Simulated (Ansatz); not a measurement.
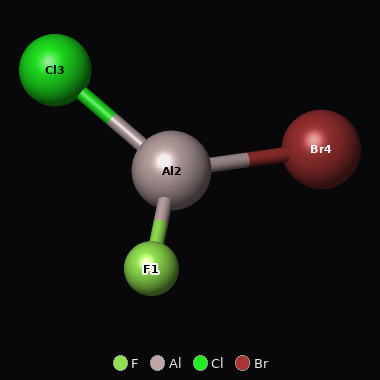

The system is AlBrClF (SMILES [F][Al]([Cl])[Br]) with the probe Br-; the picture shows it without the atoms that are moved over the map. The probe is moved over a plane parallel to the molecule's main plane, 2.30 Å above it. First axis: x of the probe's Br atom. Second axis: y of the probe's Br atom. Nothing is relaxed (molecule and probe rigid). The scan uses an 11 × 11 grid. Points are written as (first, second). Energies are in kJ/mol, from molecule and probe far apart, each relaxed in its own basis (no counterpoise correction). Energies and slopes of some neighbouring points disagree (a jump in structure or state, or too coarse a mesh). Level of theory: RKS PBE0-D4/def2-SVPD in Ansatz.

Range: x of the probe's Br atom from −3.20 to 3.20 Å; y of the probe's Br atom from −3.20 to 3.20 Å.

**Predict the map.**

The lowest grid point is at (0.00 Å, 0.00 Å) [nearest 1 Al at 2.30 Å], −128 kJ/mol from molecule and probe far apart, each relaxed in its own basis (no counterpoise correction). The highest grid point, (1.92 Å, 0.64 Å) [nearest 1 Br at 2.30 Å], lies 400 kJ/mol above the lowest.

```csv
"y of the probe's Br atom ↓, x of the probe's Br atom →",−3.20,−2.56,−1.92,−1.28,−0.64,0.00,0.64,1.28,1.92,2.56,3.20
3.20,−15,−11,−7,−10,−20,−29,−29,−23,−19,−20,−23
2.56,−8,14,35,28,−7,−33,−29,−5,10,0,−17
1.92,12,68,123,105,20,−38,−17,56,96,66,11
1.28,31,118,198,158,20,−61,−8,137,222,164,56
0.64,27,103,162,100,−35,−100,−30,151,272,210,79
0.00,4,36,45,−16,−99,−128,−76,64,176,147,55
−0.64,−16,−18,−35,−74,−109,−121,−102,−32,40,45,10
−1.28,−21,−31,−44,−52,−50,−56,−71,−59,−29,−14,−16
−1.92,−17,−24,−26,−12,12,11,−21,−40,−36,−27,−21
−2.56,−10,−13,−11,2,21,21,−2,−21,−25,−21,−16
−3.20,−4,−5,−4,2,9,8,−2,−10,−13,−12,−10
```

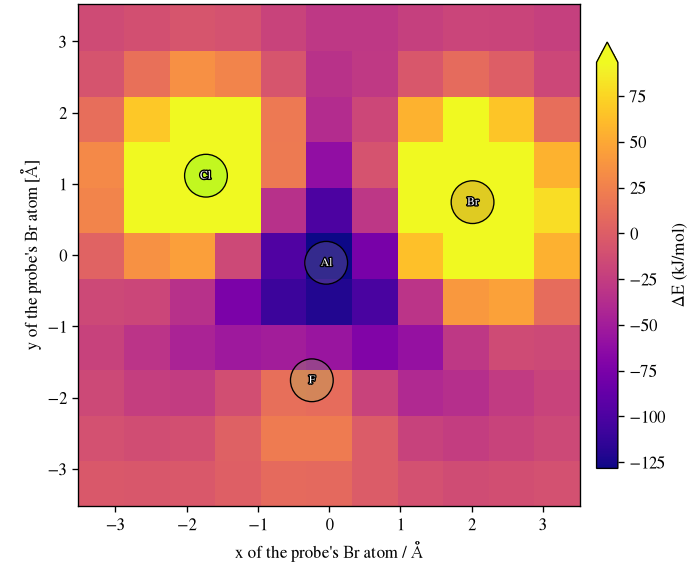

The picture shows one coloured cell a grid point, labelled circles for the molecule's atoms, projected on the plane, one colour for all values above the top of the scale.

Time for the 121 points that were run: 49 min on 1 thread of Arm Neoverse N1, on a shared host.
